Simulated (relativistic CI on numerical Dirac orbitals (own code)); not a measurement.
## Relativistic CI calculation, with input and output: Nb⁴⁺

Nb⁴⁺. Computed at this level: Dirac-Coulomb-Breit CI, KLI orbitals optimised for each configuration, model QED (radiative potential, 1s self-energy scaled to tabulated hydrogen-like ionisation energies), valence Slater integrals scaled by 0.85, one configuration in a parametric crystal field (relativistic CI on numerical Dirac orbitals, in-house).

**The input**
```
atom Nb  Z=41  charge=4  electrons=37
nucleus A=93  rms_radius_fm=4.3240
hamiltonian dirac-coulomb  breit=on  qed=on  c_scale=1
orbitals kli  potential=per-configuration
slater_scale 0.85
correlation none
mixing on
configurations
  [Kr] 4d
end
crystal_field Oh 10Dq=47850
```

The program writes its results to a structured record and prints no log; tables and figures of this report are taken from that record.

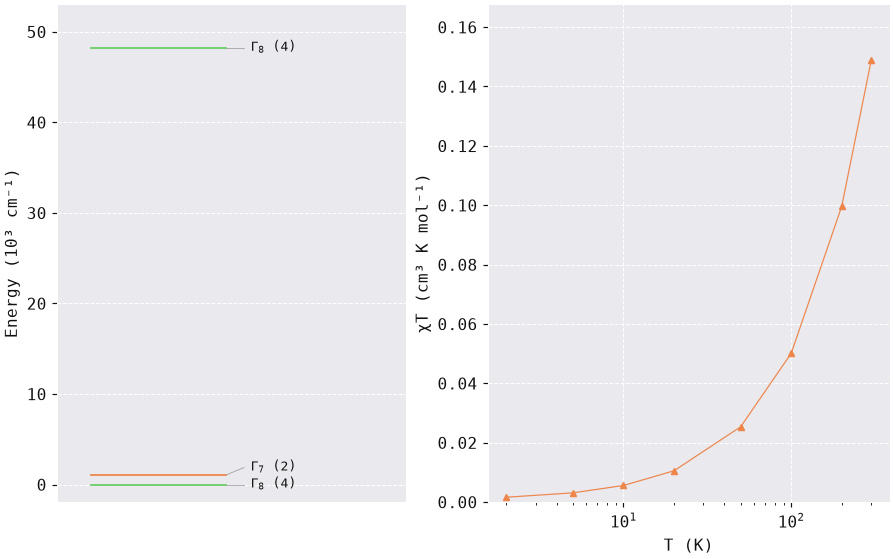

**Figure 1.** Nb⁴⁺ (4d) in a field of Oh symmetry with 10Dq = 47,850 cm⁻¹. Labels give the double-group representation and, in brackets, the degeneracy; the lowest 3 of 3 levels are drawn. One open-shell configuration in a parametric field without covalency; powder susceptibility by Van Vleck's formula. The ground level is Γ₈, a quartet, with total spin S = 0.50 (from expectation values). The next level lies at 1,060 cm⁻¹ (Γ₇). The field lowers the ground state by 18,500 cm⁻¹ against the free ion. χT is close to 0 cm³ K mol⁻¹ at 2 K, 0.0253 at 50 K and 0.149 at 300 K, an effective moment of 1.09 μB at room temperature.

**Key numbers**

- outcome: converged
- levels computed: 3
- hardware: 1 CPU thread, shared host
